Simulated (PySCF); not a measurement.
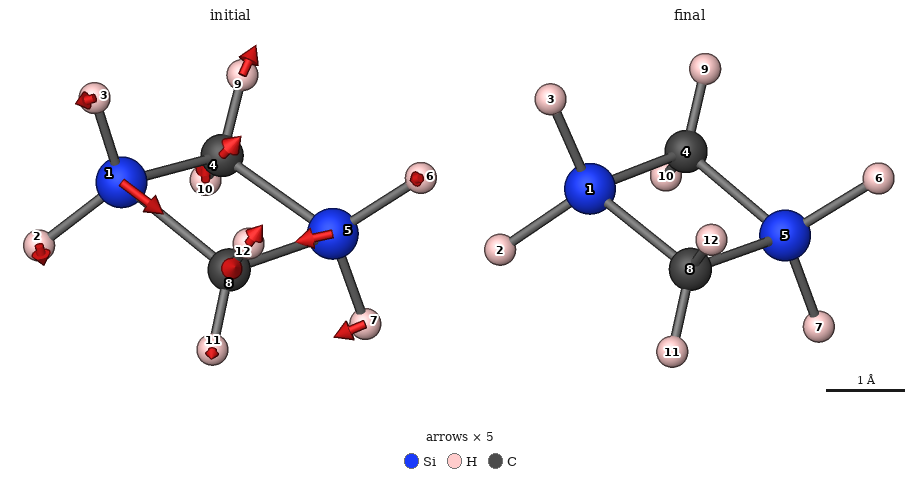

The structure of C2H8Si2 before (left) and after (right) a relaxation, at one scale. The red arrows give the displacements, magnified 5 times.

Style: ball-and-stick. Shown from a free direction.

The start comes from GFN2-xTB. Its atoms were then displaced at random by about 0.03 Å.

Method: PySCF 2.14.0, density-fitted response routines, PBE0-D3(BJ)/def2-SVP geometry optimisation, gas phase. 

### Summarise the run.

Si1 moves most after the best rigid fit: 0.14 Å. By element the largest moves are Si 0.14 Å, H 0.10 Å, C 0.09 Å. Among the contacts that change: C4–H10 0.974 → 1.100 Å, C4–Si5 1.990 → 1.906 Å, Si1–H2 1.422 → 1.496 Å, Si5–H6 1.445 → 1.496 Å. Among the angles between lasting bonds that change: H2–Si1–H3 116.5° → 108.7°, Si5–C4–H9 107.5° → 114.5°, H11–C8–H12 101.3° → 108.2°. After 5 geometry steps the energy has fallen by 88.4 kJ/mol.
